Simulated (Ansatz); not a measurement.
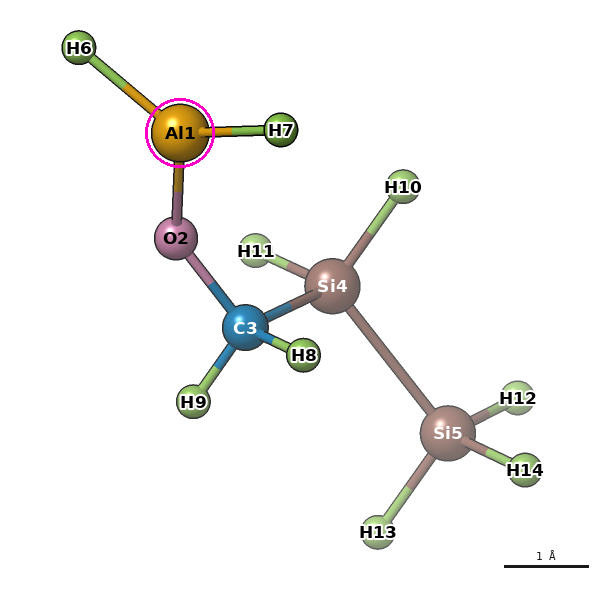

Orthographic view. Distant atoms are faded towards the background colour. Computed geometry: PBE-D4/def2-SVP optimisation. No frequency run is at hand to confirm it as a minimum.

### Name the neighbours of the circled atom.

The circled atom is Al1; it is bonded to O2, H6, H7.

### What is the shortest path along bonds from the circled atom to H13?

Al1–O2–C3–Si4–Si5–H13, 5 bonds; through space the two are 6.81 Å apart.

### Which two atoms are farthest apart in space?

H6 and H12, 8.34 Å.

### Of Si4 and H11, which is nearer the viewer?

Si4; the bond to H11 points away from the viewer, so it looks shorter than its 1.51 Å.
